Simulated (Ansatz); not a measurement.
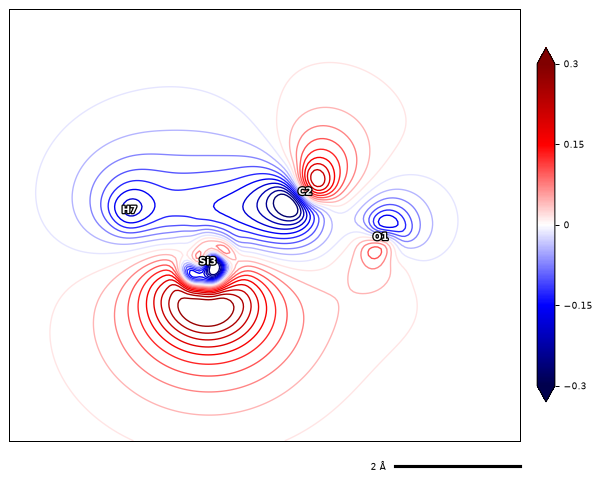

Figure 1: CH5OSi (SMILES OC[SiH2]) (doublet). The HOMO (α) on the plane of atoms C2, Si3 and H7 (values in Å⁻³ᐟ²; the overall sign is arbitrary).

Theory: UKS B3LYP/def2-SVP in Ansatz 0.2.0.

The calculation's input:

```
crystal:
  periodic: [false, false, false]
  atoms:
    - { symbol: O, position_ang: [-0.74209, 1.00074, -1.03698] }
    - { symbol: C, position_ang: [-0.29245, 0.57025, 0.24116] }
    - { symbol: Si, position_ang: [0.55947, -1.13754, 0.14677] }
    - { symbol: H, position_ang: [-1.42, 0.39111, -1.34572] }
    - { symbol: H, position_ang: [-1.11702, 0.59787, 0.96514] }
    - { symbol: H, position_ang: [0.42856, 1.3311, 0.55377] }
    - { symbol: H, position_ang: [1.08688, -1.55153, 1.44048] }
    - { symbol: H, position_ang: [1.49666, -1.202, -0.96462] }
magnetization:
  spin_polarized: true
  initial_magnetization: 1
basis:
  gaussian: { orbitals: def2-SVP }
hamiltonian:
  xc: b3lyp
relax:
  f_tol: 0.015
  max_steps: 40
output:
  orbitals: {}
```

Run with:

```sh
ansatz run input.yaml --threads 1 --pin off --max-ram 2048MiB --backend cpu --events-out ev --progress --plain --runs-dir out
```

The fields are those of the relaxed geometry.

Question: Where does this orbital lie, and at what energy?

Answer: Its weight (Hirshfeld) is mainly on Si3 (about 75 %) and C2 (about 10 %). Its energy is −5.81 eV.
